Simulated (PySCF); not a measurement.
## Electronic structure of C2H5F3OSi2 (triplet) in real space

```json
{"atom": "C", "x (Å)": "-0.5350", "y (Å)": "-0.6917", "z (Å)": "-1.0853"}
{"atom": "C", "x (Å)": "-0.8887", "y (Å)": "0.7273", "z (Å)": "-1.2191"}
{"atom": "Si", "x (Å)": "-0.0325", "y (Å)": "1.8661", "z (Å)": "0.0544"}
{"atom": "O", "x (Å)": "-0.6679", "y (Å)": "-1.4179", "z (Å)": "0.0419"}
{"atom": "Si", "x (Å)": "0.5862", "y (Å)": "-2.0534", "z (Å)": "0.8821"}
{"atom": "F", "x (Å)": "1.2743", "y (Å)": "-3.2529", "z (Å)": "0.0971"}
{"atom": "F", "x (Å)": "0.0178", "y (Å)": "-2.5964", "z (Å)": "2.2608"}
{"atom": "F", "x (Å)": "1.6992", "y (Å)": "-0.9467", "z (Å)": "1.1582"}
{"atom": "H", "x (Å)": "-0.5973", "y (Å)": "1.0715", "z (Å)": "-2.2247"}
{"atom": "H", "x (Å)": "-1.9862", "y (Å)": "0.8802", "z (Å)": "-1.1437"}
{"atom": "H", "x (Å)": "1.4438", "y (Å)": "1.8393", "z (Å)": "-0.1547"}
{"atom": "H", "x (Å)": "-0.3481", "y (Å)": "1.4002", "z (Å)": "1.4371"}
{"atom": "H", "x (Å)": "-0.5427", "y (Å)": "3.2604", "z (Å)": "-0.1162"}
```

Geometry: PBE0-D3(BJ)/def2-SVP.

Theory: UKS B3LYP, IGLO-III on C F O Si, pcH-1 on H, non-relativistic, mean-field spin-orbit, GIAO (PySCF 2.14.0, density-fitted response routines).

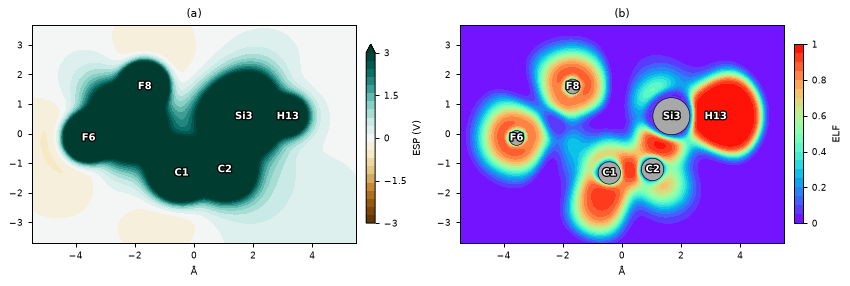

Figure 1. (a) molecular electrostatic potential; (b) electron localisation function on the plane of atoms C2, Si3 and H13. Grey discs cover the atomic cores in the ELF map.

Question: Interpret the plot.

Answer:
- Atoms in the plane: C, Si, F and H.
- C–C (1.47 Å): the ELF peaks at about 0.95 between the atoms: a shared electron pair.
- C–Si (1.91 Å): the ELF peaks at about 0.95 between the atoms: a covalent bond.
- Si–H (1.49 Å): the ELF climbs to about 1 towards the hydrogen, as it does in any bond to H.
- The ELF also peaks beside C1, F6 and F8, away from the bonds: non-bonding electrons, paired or unpaired.
- Outside the dense part of the molecule the potential is most negative (−0.5 V) near F6.

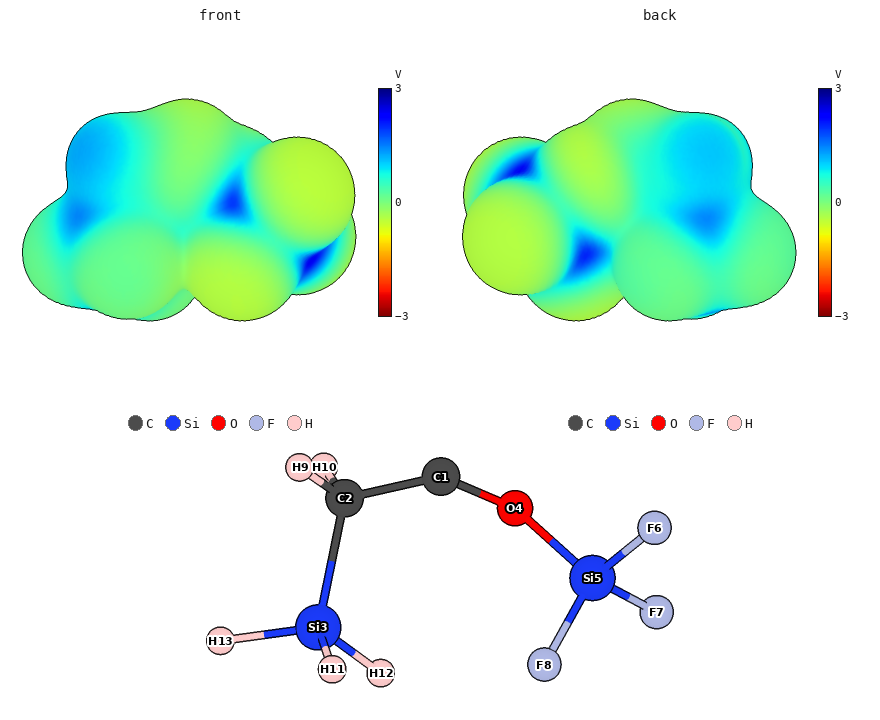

Figure 2. The electrostatic potential painted on the density surface at 0.002 e/bohr³, seen from the front and from behind; the colour scale runs from red (negative) to blue (positive). The bare structure is drawn below in the same view.

Question: Which sites attract a positive test charge, and which a negative one?

Answer: A positive charge is drawn to the negative regions and a negative charge to the positive ones. The most negative region (about −0.5 V) lies over F6, F7 and F8, the most positive (about +2.1 V) over Si5.
